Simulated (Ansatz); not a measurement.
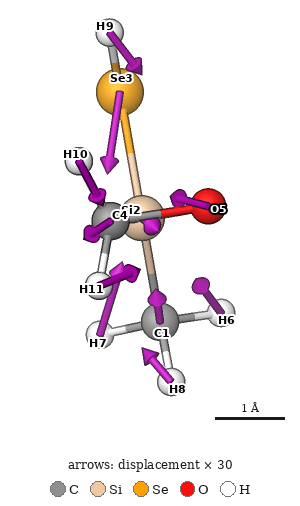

A relaxation of C₂H₆OSeSi. The starting structure is drawn; purple arrows show the displacements, magnified 30 times. The two geometries are superimposed by the best rigid fit.

A ball-and-stick model, seen from a free direction.

The start comes from PBE-D4/def2-SVP.

Method: Ansatz 0.2.0, RKS PBE0-D4/def2-TZVP. Set-up: force threshold 0.005 eV/Å; at most 150 steps.

What happened in the run?

Answer. Se3 moves most after the best rigid fit: 0.045 Å. Largest moves by element: Se 0.045 Å, H 0.044 Å, O 0.033 Å, C 0.026 Å, Si 0.021 Å. Among the contacts that change: Si2–O5 1.704 → 1.653 Å, Si2–C4 1.833 → 1.802 Å, Si2–Se3 2.285 → 2.260 Å, C1–Si2 1.870 → 1.850 Å. The energy falls by 7.80 kJ/mol in 7 geometry steps. The largest force component goes from 0.99 to 0.0039 eV/Å. The run took 2.5 min on 4 threads of Intel Xeon @ 2.50GHz, with other jobs on the host.
